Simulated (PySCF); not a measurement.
Vertical excitations of a molecule H8OSi3 from TDDFT-B3LYP/def2-SVPD run with PySCF, as energy in eV (oscillator strength): 6.03 (0.009), 6.60 (0.000), 7.02 (0.002), 7.10 (0.023), 7.36 (0.261), 7.41 (0.020), 7.54 (0.009), 7.63 (0.000), 7.69 (0.003), 7.77 (0.011). Lowest triplet (TDA): 5.50 eV. Coordinates come from a TPSSh-D3(BJ)/def2-SVP optimisation. The values are those of a single conformer.

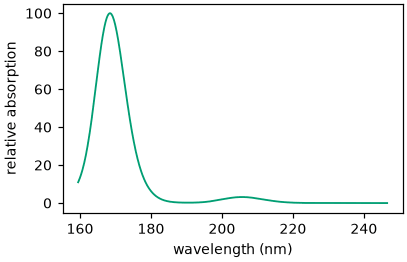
The lines broadened by 0.4 eV.

Question: Identify the compound among the candidates.
A) O[SiH]([SiH3])[SiH3]
B) O[SiH2][SiH2][SiH3]
C) [SiH3]O[SiH2][SiH3]

Answer: C, [SiH3]O[SiH2][SiH3]
